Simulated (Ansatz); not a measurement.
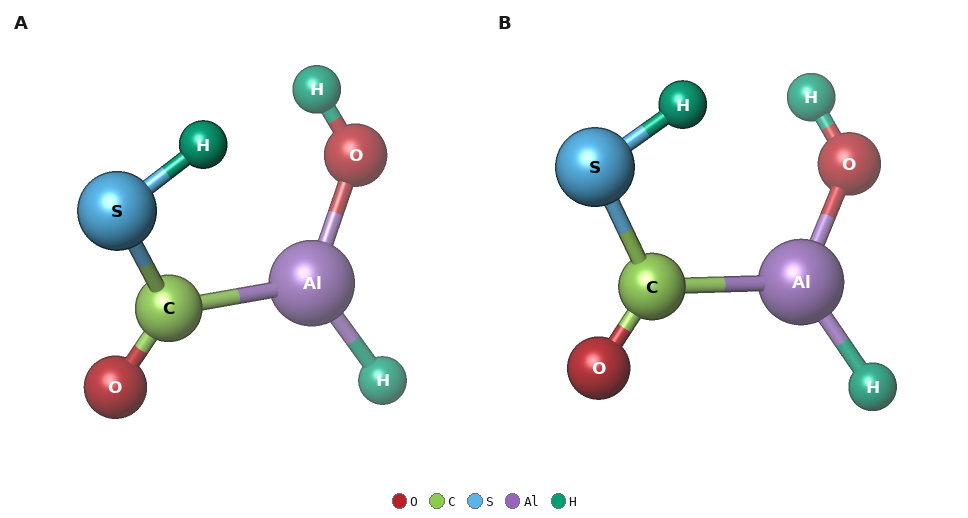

Atoms fade into the background with distance from the viewer. The geometry was computed by an optimisation with PBE0-D4/def2-TZVP.

Question: How are A and B related: the same structure turned, mirror images, conformers, diastereomers or constitutional isomers?

Answer: They are the same structure, CH3AlO2S (O=[C](S)[AlH][OH]), seen from two directions: a rotation takes one into the other. The geometry is chiral (C1), so its mirror image would differ.
